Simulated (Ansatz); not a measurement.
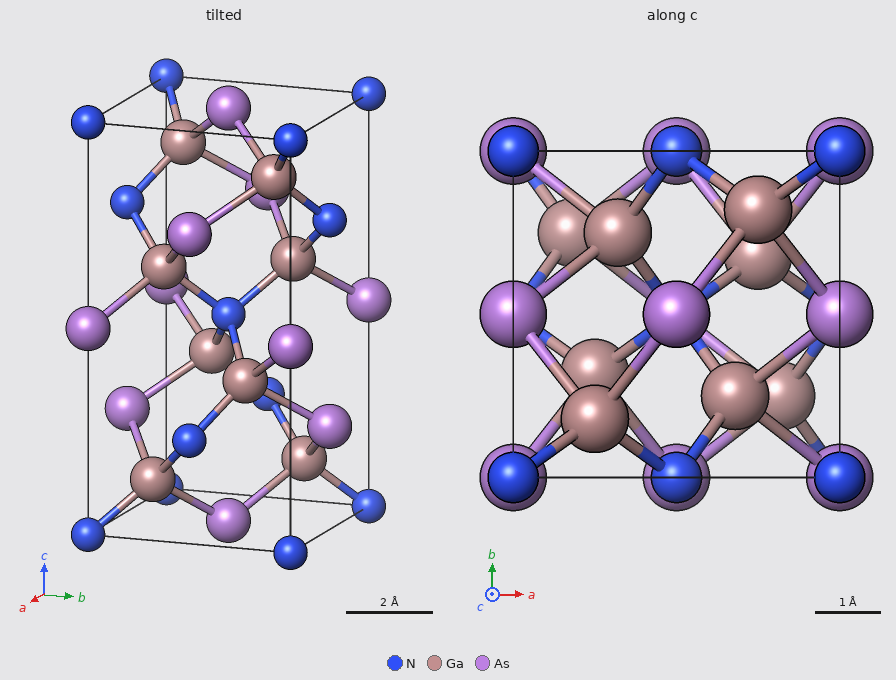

We look at a ball-and-stick model of the crystal slightly off an axis and along the c axis. Atoms at the boundary of the conventional unit cell (the box) are drawn once for each face, edge or corner they touch.

Ga$_{2}$AsN, space group I-42d (No. 122), a = 5.099 Å, b = 5.099 Å, c = 9.954 Å, α = 90.00°, β = 90.00°, γ = 90.00°. The initial geometry was a structure type filled with these elements by a generator (whether the compound takes this form wasn't checked). Earlier steps of the study, as a rule a relaxation of our own, may have changed the cell and positions, so they can lie some per cent off the listed ones. It was the input of a calculation with Ansatz.

This one geometry was computed with Ansatz (DFT, plane waves, PAW) at five levels of theory: PBE0, PBE, HSE06, PBE with spin-orbit coupling and r2SCAN. It was relaxed beforehand with r2SCAN.

### Which level gives the highest pressure at this volume, and what does that say about its equilibrium volume?

Highest: PBE (3.9 GPa) and PBE with spin-orbit coupling (3.9 GPa), which points to the largest equilibrium volume. Lowest, with the smallest volume: PBE0 (0.0 GPa), HSE06 (0.2 GPa) and r2SCAN (0.0 GPa). Levels within 0.5 GPa of each other can't be told apart.

### How does the band gap change with the level of theory?

PBE with spin-orbit coupling: a gap of 0.60 eV, direct; PBE: a gap of 0.62 eV, direct; r2SCAN: a gap of 1.00 eV, direct; HSE06: a gap of 1.53 eV, direct; PBE0: a gap of 2.16 eV, direct.

### Collect the results in a table.

| level | cutoff (eV) | k-mesh of the run's cell | gap (eV) | pressure (GPa) |
| --- | --- | --- | --- | --- |
| PBE0 | 420 | 4×4×4 | 2.16 | 0.0 |
| PBE | 420 | 8×8×8 | 0.62 | 3.9 |
| HSE06 | 420 | 4×4×4 | 1.53 | 0.2 |
| PBE with spin-orbit coupling | 420 | 8×8×8 | 0.60 | 3.9 |
| r2SCAN | 500 | 8×8×8 | 1.00 | 0.0 |

Gaps are taken on the k-mesh or band path of each run.
